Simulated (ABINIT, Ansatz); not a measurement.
# A GW run on CsGeCl3 (R3m) in ABINIT, with inputs changed

A base run on CsGeCl3 (R3m), then changed inputs.

Main program and level: ABINIT 10.8.3; LDA and many-body steps on it, plane waves.

**1. Set-up**

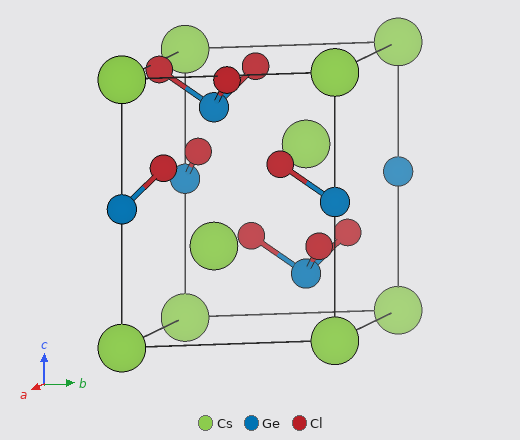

The starting structure, seen slightly off an axis (caesium green, germanium blue, chlorine red). This picture shows the conventional cell, with its axes. Bonds to atoms that aren't drawn are left out. Some periodic images of atoms are drawn too.

The cell and positions are those that the Materials Project relaxed with its own functionals (PBE, PBE+U or r2SCAN), kept fixed. Spin-orbit coupling is left out unless a step names it.

**2. Screening, 2×2×2 mesh, 146 bands, screening to 141.5 eV**

This step: ABINIT 10.8.3; RPA screening on LDA, plane waves, norm-conserving pseudopotentials.

The RPA dielectric matrix is built and inverted for each q.

File run.abi:

```
acell 3*1.0 Angstrom
rprim 
  3.846816390705 2.220960478697 3.178300533600
  -3.846816390705 2.220960478697 3.178300533600
  0.000000000000 -4.441920957394 3.178300533600
ntypat 3
znucl 55 32 17
natom 5
typat 1 2 3 3 3
xred 
  0.998403350000 0.998403350000 0.998403350000
  0.515533150000 0.515533150000 0.515533150000
  0.496712670000 0.496712670000 0.948638170000
  0.496712670000 0.948638170000 0.496712670000
  0.948638170000 0.496712670000 0.496712670000
pp_dirpath "pseudos"
pseudos "Cs.upf, Ge.upf, Cl.upf"
ecut 56
ngkpt 2 2 2
nshiftk 1
shiftk 0 0 0
kptopt 1
chksymbreak 0
istwfk *1
occopt 1
irdwfk 1
optdriver 3
nband 146
ecuteps 5.2
inclvkb 2
awtr 1
symchi 1
indata_prefix "in"
outdata_prefix "out"
tmpdata_prefix "tmp"
```

On the command line:

```console
> OMP_NUM_THREADS=1 mpirun -n 8 abinit run.abi > log
```

The log of the run:

```text
.Version 10.8.3 of ABINIT. v10.8.2 released Aug 2026.

 Symmetries : space group R3 m (#160); Bravais hR (rhombohedral)
[... echo of the input left out ...]
== DATASET  1 ==================================================================
-   mpi_nproc: 8, omp_nthreads: 1 (-1 if OMP is not activated)

--- !DatasetInfo
iteration_state: {dtset: 1, }
dimensions: {natom: 5, nkpt: 4, mband: 146, nsppol: 1, nspinor: 1, nspden: 1, mpw: 22041, }
cutoff_energies: {ecut:  56.0, pawecutdg:  -1.0, }
electrons: {nelect:   5.20000000E+01, charge:   0.00000000E+00, occopt:   1.00000000E+00, tsmear:   1.00000000E-02, }

 SCREENING: Calculation of the susceptibility and dielectric matrices

 Based on a program developped by R.W. Godby, V. Olevano, G. Onida, and L. Reining.
 Incorporated in ABINIT by V. Olevano, G.-M. Rignanese, and M. Torrent.
.Using double precision arithmetic ; gwpc =  8

[... cell and pseudopotentials left out ...]
--------------------------------------------------------------------------------

 ==== K-mesh for the wavefunctions ====
 Number of points in the irreducible wedge :     4
[... list of points left out ...]
 Together with  6 symmetry operations and time-reversal symmetry
 yields     8 points in the full Brillouin Zone.

 ==== Q-mesh for the screening function ====
 Number of points in the irreducible wedge :     4
[... list of points left out ...]
 Together with  6 symmetry operations and time-reversal symmetry
 yields     8 points in the full Brillouin Zone.

 setmesh: FFT mesh size selected  =    45x   45x   45
          total number of points  =        91125

 vcoul_init : cutoff-mode = AUXILIARY_FUNCTION
 q-points for optical limit:   1
     1)      0.000010    0.000020    0.000030

- screening: taking advantage of time-reversal symmetry
- Maximum band index for partially occupied states nbvw = 26
- Remaining bands to be divided among processors   nbcw = 120
- Number of bands treated by each node ~15

 Number of electrons calculated from density =   52.0000; Expected =   52.0000
 average of density, n =  0.047295
 r_s =    1.7154
 omega_plasma =   20.9780 [eV]

 calculating chi0 at frequencies [eV] :
  1    0.000000E+00    0.000000E+00
  2    0.000000E+00    2.097803E+01

--------------------------------------------------------------------------------
  q-point number  1        q = ( 0.000000, 0.000000, 0.000000) [r.l.u.]
--------------------------------------------------------------------------------
[... chi0 elements left out ...]
 For q-point:  0.000010 0.000020 0.000030
  dielectric constant =   5.9573
  dielectric constant without local fields =   7.2291

  Average fulfillment of the sum rule on Im[epsilon] for q-point    1 :     47.82  [%]
[... wings left out ...]
  q-point number  2        q = ( 0.500000, 0.000000, 0.000000) [r.l.u.]
--------------------------------------------------------------------------------
[... chi0 elements left out ...]
  Average fulfillment of the sum rule on Im[epsilon] for q-point    2 :     52.50  [%]

 [... 2 further q-points ...]
```

It took 44 s on 8 MPI ranks of Arm Neoverse V2, shared host; peak memory 4.7 GiB; 5.9 min of CPU time.

This step gave:

```yaml
eps_infinity_with_local_fields_on_this_mesh_along_the_program_s_q_direction: 5.957
the_same_without_local_fields: 7.229
plasma_frequency: 20.98 eV
plane_waves_in_the_screening_matrix: 619
```

Local fields lower ε∞ by 18 %. On a Γ-centred mesh this coarse the value itself is usually too large, while a short band sum pulls it down.

**3. Base**

The self-energy is evaluated for the states that the input lists, and the levels follow from it, in one-shot runs by the linearised quasiparticle equation.

This step: G0W0 on LDA, plane waves, norm-conserving pseudopotentials.

Changes to run.abi since step 2:

```diff
@@ -26,8 +26,17 @@
 irdwfk 1
-optdriver 3
+optdriver 4
 nband 146
+gwcalctyp 0
+ecutsigx 56
+symsigma 1
+nkptgw 2
+kptgw 
+  0.5000000000 0.5000000000 0.5000000000
+  0.0000000000 0.0000000000 0.0000000000
+bdgw 
+  25 28
+  24 29
 ecuteps 5.2
-inclvkb 2
-awtr 1
-symchi 1
+irdscr 1
+ppmodel 1
 indata_prefix "in"
```

The log of the run:

```text
.Version 10.8.3 of ABINIT. v10.8.2 released Aug 2026.

 Symmetries : space group R3 m (#160); Bravais hR (rhombohedral)
[... echo of the input left out ...]
== DATASET  1 ==================================================================
-   mpi_nproc: 8, omp_nthreads: 1 (-1 if OMP is not activated)

--- !DatasetInfo
iteration_state: {dtset: 1, }
dimensions: {natom: 5, nkpt: 4, mband: 146, nsppol: 1, nspinor: 1, nspden: 1, mpw: 22041, }
cutoff_energies: {ecut:  56.0, pawecutdg:  -1.0, }
electrons: {nelect:   5.20000000E+01, charge:   0.00000000E+00, occopt:   1.00000000E+00, tsmear:   1.00000000E-02, }

 SIGMA: Calculation of the GW corrections

 Based on a program developped by R.W. Godby, V. Olevano, G. Onida, and L. Reining.
 Incorporated in ABINIT by V. Olevano, G.-M. Rignanese, and M. Torrent.
.Using double precision arithmetic ; gwpc =  8

[... cell and pseudopotentials left out ...]
--------------------------------------------------------------------------------

 ==== K-mesh for the wavefunctions ====
 Number of points in the irreducible wedge :     4
[... list of points left out ...]
 Together with  6 symmetry operations and time-reversal symmetry
 yields     8 points in the full Brillouin Zone.

 ==== Q-mesh for screening function ====
 Number of points in the irreducible wedge :     4
[... list of points left out ...]
 Together with  6 symmetry operations and time-reversal symmetry
 yields     8 points in the full Brillouin Zone.

 vcoul_init : cutoff-mode = AUXILIARY_FUNCTION
 q-points for optical limit:   1
     1)      0.000010    0.000020    0.000030
 setmesh: FFT mesh size selected  =    72x   72x   72
          total number of points  =       373248

 Number of electrons calculated from density =   52.0000; Expected =   52.0000
 average of density, n =  0.047295
 r_s =    1.7154
 omega_plasma =   20.9780 [eV]

 === KS Band Gaps ===
  >>>> For spin  1
   Minimum direct gap =   1.9771 [eV], located at k-point      :   0.5000  0.5000  0.5000
   Fundamental gap    =   1.9771 [eV], Top of valence bands at :   0.5000  0.5000  0.5000
                                       Bottom of conduction at :   0.5000  0.5000  0.5000
 SIGMA fundamental parameters:
 PLASMON POLE MODEL  1
 number of plane-waves for SigmaX                22041
 number of plane-waves for SigmaC and W            619
 number of plane-waves for wavefunctions         22041
 number of bands                                   146
 number of independent spin polarizations            1
 number of spinorial components                      1
 number of k-points in IBZ                           4
 number of q-points in IBZ                           4
 number of symmetry operations                       6
 number of k-points in BZ                            8
 number of q-points in BZ                            8
 number of frequencies for dSigma/dE                 9
 frequency step for dSigma/dE [eV]                0.25
 number of omega for Sigma on real axis              0
 max omega for Sigma on real axis  [eV]           0.00
 zcut for avoiding poles [eV]                     0.10

 EPSILON^-1 parameters (SCR file):
 dimension of the eps^-1 matrix on file            619
 dimension of the eps^-1 matrix used               619
 number of plane-waves for wavefunctions         22041
 number of bands                                   146
 number of q-points in IBZ                           4
 number of frequencies                               2
 number of real frequencies                          1
 number of imag frequencies                          1

 matrix elements of self-energy operator (all in [eV])

 Perturbative Calculation

--- !SelfEnergy_ee
iteration_state: {dtset: 1, }
kpoint     : [   0.500,    0.500,    0.500, ]
spin       : 1
KS_gap     :    1.977
QP_gap     :    3.624
Delta_QP_KS:    1.646
data: !SigmaeeData |
     Band     E0 <VxcDFT>   SigX SigC(E0)      Z dSigC/dE  Sig(E)    E-E0       E
       25  -0.190 -14.219 -18.514   3.080   0.772  -0.296 -15.156  -0.938  -1.128
       26   1.959 -14.764 -16.833   1.621   0.788  -0.269 -15.117  -0.353   1.606
       27   3.936 -11.282  -6.604  -3.078   0.809  -0.237  -9.989   1.293   5.229
       28   3.936 -11.282  -6.604  -3.078   0.809  -0.237  -9.989   1.293   5.229

--- !SelfEnergy_ee
iteration_state: {dtset: 1, }
kpoint     : [   0.000,    0.000,    0.000, ]
spin       : 1
KS_gap     :    5.520
QP_gap     :    7.225
Delta_QP_KS:    1.705
data: !SigmaeeData |
     Band     E0 <VxcDFT>   SigX SigC(E0)      Z dSigC/dE  Sig(E)    E-E0       E
       24  -0.526 -14.055 -18.275   3.037   0.772  -0.296 -14.968  -0.913  -1.440
       25  -0.526 -14.055 -18.275   3.037   0.772  -0.296 -14.968  -0.913  -1.440
       26  -0.340 -13.977 -17.781   2.748   0.774  -0.291 -14.795  -0.818  -1.158
       27   5.180  -7.348  -3.022  -3.270   0.840  -0.191  -6.461   0.887   6.067
       28   6.059  -7.267  -2.987  -3.149   0.841  -0.189  -6.316   0.951   7.010
       29   6.059  -7.267  -2.987  -3.149   0.841  -0.189  -6.316   0.951   7.010

== END DATASET(S) ==============================================================
================================================================================

 -outvars: echo values of variables after computation  --------
           etotal      0.0000000000E+00
            nband         146
             nkpt           4
          spgroup         160
 [... the other variables as echoed above ...]

 Calculation completed.
```

Run time: 17 s. Hardware: 8 MPI ranks; peak memory 2.9 GiB.

This step gave:

```
G0W0 gap on the points computed              : 3.623 eV
starting gap on the mesh                     : 1.977 eV
k of the valence top                         : 0.5, 0.5, 0.5
k of the conduction bottom                   : 0.5, 0.5, 0.5
Z at the valence top                         : 0.788
Z at the conduction bottom                   : 0.809
least direct G0W0 gap on the computed points : 3.623 eV
```

The gap on the mesh goes from 1.98 eV to 3.62 eV, a correction of +1.65 eV.

**4. Screening cutoff above the file's**

Changes to run.abi since step 3:

```diff
@@ -38,3 +38,3 @@
   24 29
-ecuteps 5.2
+ecuteps 20.8
 irdscr 1
@@ -44 +44,2 @@
 tmpdata_prefix "tmp"
+gwmem 10
```

On the command line:

```console
> OMP_NUM_THREADS=4 mpirun -n 2 abinit run.abi > log
```

The log of the run:

```text
.Version 10.8.3 of ABINIT. v10.8.2 released Aug 2026.

 Symmetries : space group R3 m (#160); Bravais hR (rhombohedral)
[... echo of the input left out ...]
== DATASET  1 ==================================================================
-   mpi_nproc: 2, omp_nthreads: 4 (-1 if OMP is not activated)

--- !DatasetInfo
iteration_state: {dtset: 1, }
dimensions: {natom: 5, nkpt: 4, mband: 146, nsppol: 1, nspinor: 1, nspden: 1, mpw: 22041, }
cutoff_energies: {ecut:  56.0, pawecutdg:  -1.0, }
electrons: {nelect:   5.20000000E+01, charge:   0.00000000E+00, occopt:   1.00000000E+00, tsmear:   1.00000000E-02, }

 SIGMA: Calculation of the GW corrections

 Based on a program developped by R.W. Godby, V. Olevano, G. Onida, and L. Reining.
 Incorporated in ABINIT by V. Olevano, G.-M. Rignanese, and M. Torrent.
.Using double precision arithmetic ; gwpc =  8

[... cell and pseudopotentials left out ...]
--------------------------------------------------------------------------------

 ==== K-mesh for the wavefunctions ====
 Number of points in the irreducible wedge :     4
[... list of points left out ...]
 Together with  6 symmetry operations and time-reversal symmetry
 yields     8 points in the full Brillouin Zone.

 ==== Q-mesh for screening function ====
 Number of points in the irreducible wedge :     4
[... list of points left out ...]
 Together with  6 symmetry operations and time-reversal symmetry
 yields     8 points in the full Brillouin Zone.

 vcoul_init : cutoff-mode = AUXILIARY_FUNCTION
 q-points for optical limit:   1
     1)      0.000010    0.000020    0.000030
 setmesh: FFT mesh size selected  =    72x   72x   72
          total number of points  =       373248

 Number of electrons calculated from density =   52.0000; Expected =   52.0000
[...]
number of omega for Sigma on real axis              0
 max omega for Sigma on real axis  [eV]           0.00
 zcut for avoiding poles [eV]                     0.10

 EPSILON^-1 parameters (SCR file):
 dimension of the eps^-1 matrix on file            619
 dimension of the eps^-1 matrix used               619
 number of plane-waves for wavefunctions         22041
 number of bands                                   146
 number of q-points in IBZ                           4
 number of frequencies                               2
 number of real frequencies                          1
 number of imag frequencies                          1

 matrix elements of self-energy operator (all in [eV])

 Perturbative Calculation

--- !SelfEnergy_ee
iteration_state: {dtset: 1, }
kpoint     : [   0.500,    0.500,    0.500, ]
spin       : 1
KS_gap     :    1.977
QP_gap     :    3.624
Delta_QP_KS:    1.646
data: !SigmaeeData |
     Band     E0 <VxcDFT>   SigX SigC(E0)      Z dSigC/dE  Sig(E)    E-E0       E
       25  -0.190 -14.219 -18.514   3.080   0.772  -0.296 -15.156  -0.938  -1.128
       26   1.959 -14.764 -16.833   1.621   0.788  -0.269 -15.117  -0.353   1.606
       27   3.936 -11.282  -6.604  -3.078   0.809  -0.237  -9.989   1.293   5.229
[...]
--- !SelfEnergy_ee
iteration_state: {dtset: 1, }
kpoint     : [   0.000,    0.000,    0.000, ]
spin       : 1
KS_gap     :    5.520
QP_gap     :    7.225
Delta_QP_KS:    1.705
data: !SigmaeeData |
     Band     E0 <VxcDFT>   SigX SigC(E0)      Z dSigC/dE  Sig(E)    E-E0       E
[...]
28   6.059  -7.267  -2.987  -3.149   0.841  -0.189  -6.316   0.951   7.010
       29   6.059  -7.267  -2.987  -3.149   0.841  -0.189  -6.316   0.951   7.010

== END DATASET(S) ==============================================================
================================================================================

 -outvars: echo values of variables after computation  --------
           etotal      0.0000000000E+00
            nband         146
             nkpt           4
          spgroup         160
 [... the other variables as echoed above ...]

 Calculation completed.
```

It took 24 s on 2 MPI ranks; peak memory 0.75 GiB.

The run ended normally, though the input holds a fault or crude settings.

The fault put into this input: screening cutoff above the file's. It printed a gap of 3.62 eV, the value of the sound run: the program fell back on what its files hold, so an unchanged gap is no proof of convergence.

**5. Side by side**

Times are wall times on 8 MPI ranks of Arm Neoverse V2, shared host, good to a factor of about two. A run's time includes the screening step that it read.

```
 run   mesh  bands  screening cutoff (eV)  DFT gap (eV)  gap on the mesh (eV)  direct (eV)  ε∞ used  time
base  2×2×2    146                  141.5         1.977                 3.623        3.623     5.96  61 s
```

**6. What came out**

```json
{
  "base": "3.623 eV",
  "known limits": "not at the basis limit; no spin-orbit coupling; coarse k mesh"
}
```

In words: Bands and cutoff are finite, so the gap is not at the basis limit. The miss can reach some tenths of an eV and take either sign; the mesh is an error of its own. In the G0W0 run levels were corrected at 2 k points alone, so a gap called «on the mesh» is the least over those, and an edge elsewhere would be missed. The 2×2×2 mesh is coarse for this cell, which bears on the long-range parts of exchange and screening. The many-body steps are scalar-relativistic: spin-orbit coupling is not in them.

[Paths, hosts, dates, memory and timing lines, banners, echoed tables and standing remarks are left out of the program output.]

[Logs are printed without paths, hosts, clocks, repeated set-up lines and the standing remarks that a program may print on its own settings, such as how far it seeks lower states.]

[Runs of the session that timed out or met a known fault of the program may be left out.]

[Hosts, paths, dates, database ids (printed as entryN), source tags and the programs' standing remarks are cut or masked in the printed files.]

[G0W0 gaps are taken among the corrected bands and points alone; a level outside them can change the order at an edge.]

[Where Ansatz stands beside ABINIT at settings called matched, ABINIT's density can come from a denser mesh and the files from another edition; pairs whose starting gaps differed by over 0.03 eV were left out, so agreement reads better than it is.]
